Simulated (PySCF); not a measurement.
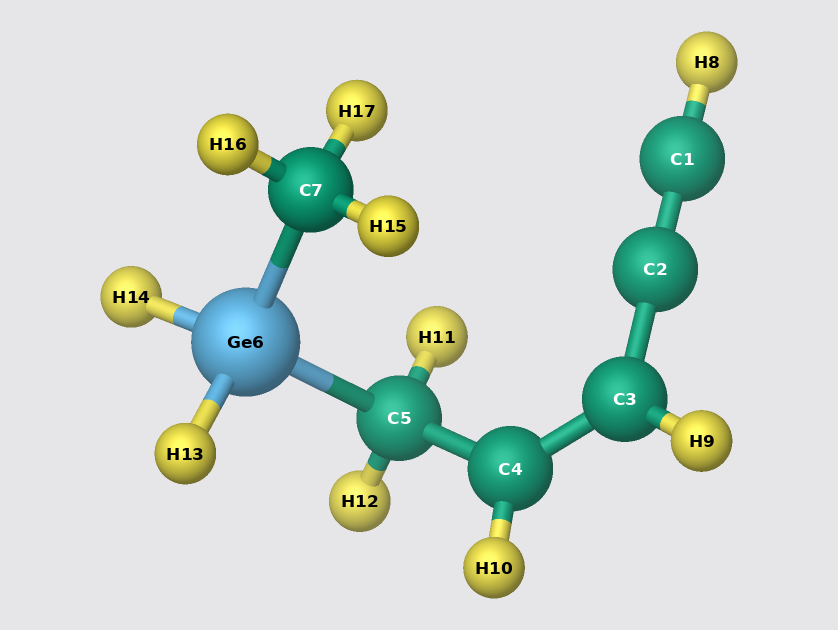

The geometry was computed by an optimisation with GFN2-xTB. No frequency run is at hand to confirm it as a minimum. Electric field gradients from the ground-state density, B3LYP/pcJ-1 (pcSseg-1 on Ge) (PySCF 2.14.0), non-relativistic apart from any core potentials.

Give the largest field-gradient component, the quadrupole coupling constant and the asymmetry for 73Ge at Ge6 (Q = −196 mb), 2H at H8 (Q = 2.86 mb), 2H at H9 (Q = 2.86 mb).

```csv
atom,V_zz (a.u.),e²qQ/h (MHz),η
Ge6,0.414,−19.09,0.05
H8,0.385,0.258,0.01
H9,0.312,0.210,0.09
```

The geometry is semi-empirical. Around Ge such bond lengths and angles can be off by a tenth of an ångström or more and by several degrees, and values that hang on the shape move with them.
